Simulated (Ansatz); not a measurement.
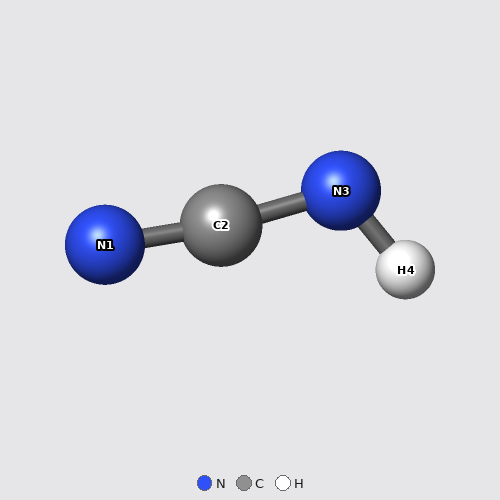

The system is CHN₂, SMILES [N]=C=N, spin multiplicity 2; the picture shows the reference structure. First axis: bond length N3–H4. Second axis: angle C2–N3–H4. Nothing is relaxed (all other coordinates rigid). The scan uses a 15 × 15 grid. Points are written as (first, second). Energies: eV, counted from the relaxed molecule at the same level. Level of theory: Ansatz, UKS PBE-D4/def2-TZVP.

Its coordinates:

```xyz
4

N    -1.6054    0.4405    0.1347
C    -0.4395    0.2007   -0.0363
N     0.7963    0.0562   -0.3176
H     1.2485   -0.6974    0.2191
```

Range: bond length N3–H4 from 0.844 to 1.545 Å; angle C2–N3–H4 from 88.2 to 138.2°.

What will the energy surface look like?

Answer. The lowest grid point is at (1.044 Å, 113.2°), 0.0039 eV from the relaxed molecule at the same level. It is the only kind of minimum in the scanned range. The highest grid point, (1.545 Å, 138.2°), lies 2.47 eV above the lowest. Round the minimum the two coordinates are weakly coupled (coupling 0.14 in units of the two stiffnesses).

```csv
"angle C2–N3–H4 ↓, bond length N3–H4 →",0.844,0.894,0.944,0.994,1.044,1.095,1.145,1.195,1.245,1.295,1.345,1.395,1.445,1.495,1.545
138.2,1.19,0.67,0.38,0.27,0.28,0.38,0.54,0.75,0.98,1.24,1.49,1.75,2.00,2.24,2.47
134.6,1.15,0.62,0.33,0.21,0.21,0.31,0.47,0.67,0.90,1.15,1.40,1.66,1.91,2.15,2.38
131.0,1.11,0.58,0.28,0.16,0.16,0.25,0.40,0.60,0.83,1.07,1.32,1.57,1.82,2.06,2.29
127.4,1.07,0.54,0.24,0.11,0.11,0.19,0.35,0.54,0.76,1.00,1.25,1.50,1.74,1.98,2.21
123.9,1.05,0.51,0.21,0.07,0.07,0.15,0.30,0.49,0.70,0.94,1.18,1.43,1.67,1.91,2.13
120.3,1.04,0.49,0.18,0.05,0.03,0.11,0.25,0.44,0.65,0.89,1.13,1.37,1.61,1.84,2.07
116.7,1.04,0.49,0.17,0.03,0.01,0.09,0.22,0.40,0.61,0.84,1.08,1.32,1.56,1.79,2.02
113.2,1.05,0.49,0.18,0.03,0.00,0.07,0.21,0.38,0.59,0.81,1.05,1.28,1.52,1.75,1.98
109.6,1.07,0.52,0.19,0.04,0.01,0.07,0.20,0.37,0.57,0.80,1.03,1.26,1.49,1.72,1.95
106.0,1.12,0.56,0.23,0.07,0.03,0.09,0.21,0.38,0.58,0.79,1.02,1.25,1.48,1.71,1.93
102.4,1.18,0.61,0.28,0.11,0.07,0.12,0.24,0.40,0.59,0.80,1.03,1.25,1.48,1.71,1.92
98.9,1.26,0.69,0.34,0.17,0.12,0.17,0.28,0.43,0.62,0.83,1.05,1.27,1.50,1.72,1.94
95.3,1.37,0.78,0.43,0.25,0.20,0.24,0.34,0.49,0.67,0.87,1.09,1.31,1.53,1.75,1.96
91.7,1.49,0.90,0.54,0.35,0.29,0.32,0.42,0.56,0.74,0.93,1.14,1.36,1.58,1.79,2.00
88.2,1.64,1.04,0.67,0.47,0.40,0.43,0.51,0.65,0.82,1.01,1.21,1.42,1.64,1.85,2.06
```

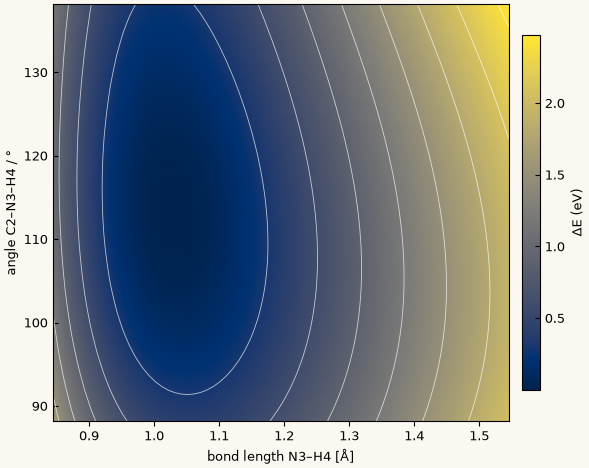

Drawn: a smooth colour map with a few white contour lines. Between grid points the surface is interpolated.

The whole map (225 points run) took 13 min on 1 thread of Arm Neoverse V2, on a shared host.
